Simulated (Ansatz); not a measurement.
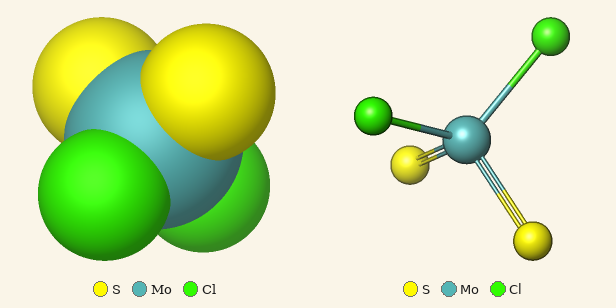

The same structure drawn twice, from different directions.

Charge 0, singlet. The geometry was computed by an optimisation with PBE0-D4/def2-TZVP.

> Count the atoms of each element.

MoS₂Cl₂, 5 atoms: 1 molybdenum, 2 sulfur and 2 chlorine.

> Count the bonded pairs by element.

2 Mo–S, 2 Cl–Mo.

> Give a SMILES string for it.

[S]=[Mo](=[S])([Cl])[Cl]

The parts below concern this one geometry. Atoms keep their numbers from picture to picture.

**Shape**

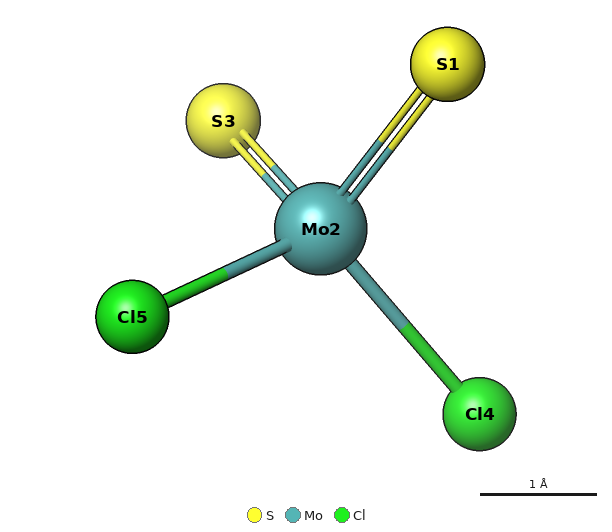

Numbered structure.

> Describe the coordination of atom 2.

Mo2 has 4 neighbours (S1 at 2.08, S3 at 2.08, Cl4 at 2.23, Cl5 at 2.23 Å); the arrangement is tetrahedral.

**Metal centre**

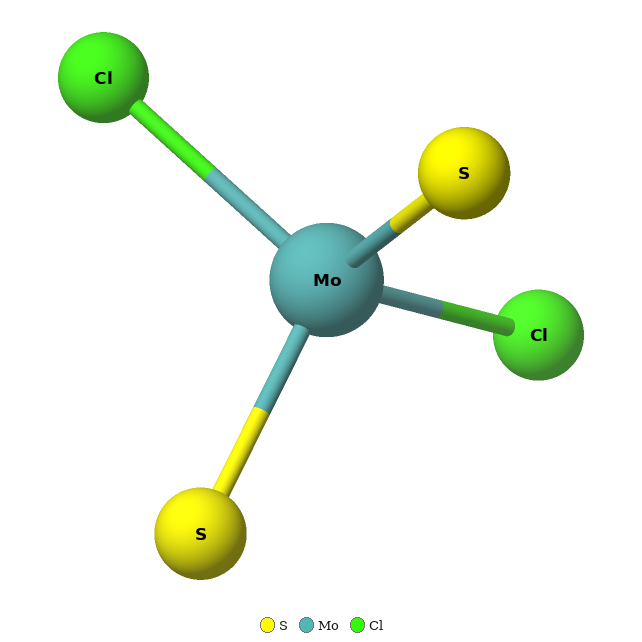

> Describe the coordination sphere.

Mo binds 4 atoms: 2 S at 2.08 Å, 2 Cl at 2.23 Å. The arrangement is tetrahedral.

> What are the formal oxidation state of the metal and its number of d electrons?

Mo(VI), d⁰, counting the ligands as closed-shell ions or neutral donors.

**Levels of theory compared**

Program: Ansatz 0.2.0.

At this fixed geometry, give dipole (D) at these levels: B3LYP-D4/def2-TZVPP; PBE-D4/def2-TZVPP; PBE0-D4/def2-TZVP; r2SCAN-D4/def2-TZVPP; ωB97M-V/def2-TZVPP.

```csv
level,dipole (D)
B3LYP-D4/def2-TZVPP,0.05
PBE-D4/def2-TZVPP,0.22
PBE0-D4/def2-TZVP,0.02
r2SCAN-D4/def2-TZVPP,0.21
ωB97M-V/def2-TZVPP,0.13
```

**Vibrations**

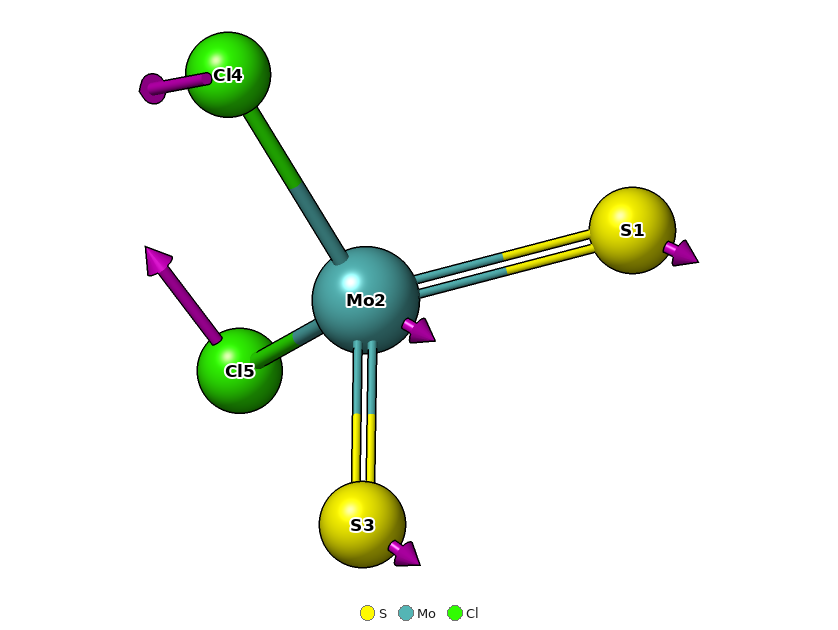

The arrows show one normal mode. Harmonic vibrations computed with RKS PBE0-D4/def2-TZVP, core potentials on Mo (Ansatz 0.2.0) at a stationary point of the same level.

> What kind of motion is it?

Mostly Cl–Mo–Cl bending.

> At what wavenumber does it lie?

118 cm⁻¹; it is mode 1 of 9 counted from the lowest.
